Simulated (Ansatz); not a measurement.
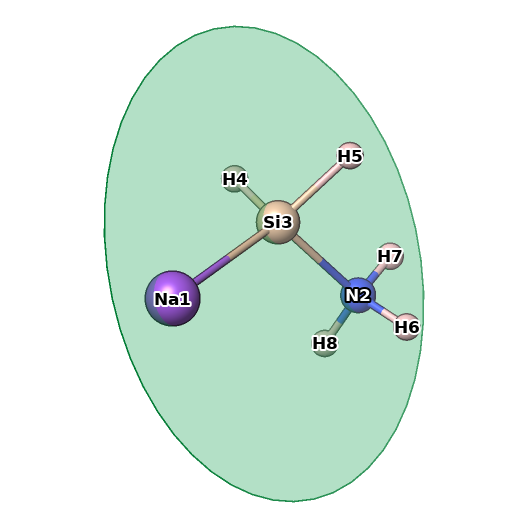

A disc through the centre of mass is drawn in. Depth is shown by fading: the farther an atom, the more it takes the colour of the background. State: charge +1, singlet. Computed geometry: PBE-D4/def2-SVP optimisation. No frequency run is at hand to confirm it as a minimum.

Is the plane of the disc a mirror plane of the structure?

Yes. The reflection leaves Na1, N2, Si3, H7 in place and moves H4 ↔ H5; H6 ↔ H8. The point group is Cs.
